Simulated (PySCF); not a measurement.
C9H11Cl, SMILES CC(C)c1ccccc1Cl at its GFN2-xTB optimised geometry (Å):

```
21

C     -1.3075    -2.3142    -1.2700
C     -1.5111    -1.4813    -0.0020
C     -1.3048    -2.3231     1.2595
C     -0.6464    -0.2420     0.0000
C     -1.2705     1.0032     0.0006
C     -0.5592     2.1882     0.0007
C      0.8237     2.1576     0.0001
C      1.4743     0.9387     0.0000
C      0.7467    -0.2420     0.0000
Cl     1.6755    -1.7072    -0.0007
H     -0.3093    -2.7383    -1.3072
H     -1.4554    -1.6969    -2.1539
H     -2.0268    -3.1298    -1.2931
H     -2.5527    -1.1389     0.0005
H     -1.4388    -1.7094     2.1481
H     -2.0322    -3.1315     1.2844
H     -0.3107    -2.7578     1.2858
H     -2.3507     1.0378     0.0008
H     -1.0840     3.1315     0.0012
H      1.3953     3.0730     0.0004
H      2.5527     0.8941     0.0001
```

Calculation: PySCF with PBE0/def2-SVP. Cells within 0.4 Å of a nucleus heavier than hydrogen are left out (blank, or x).

Map of the electrostatic potential (hartree/e), clipped to [-0.08, 0.12] on the plane z = 0.0 Å:

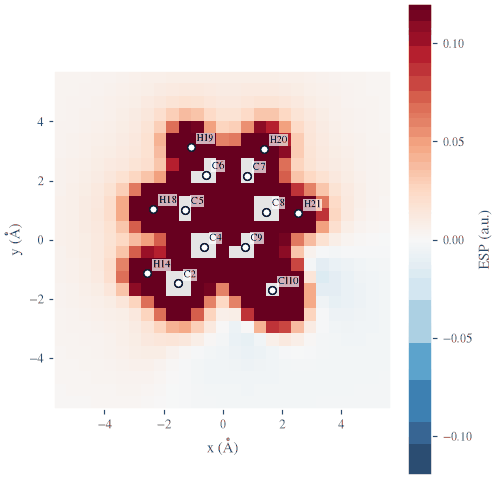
*Electrostatic potential (hartree/e), clipped to [-0.08, 0.12] on the plane z = 0.0 Å.*
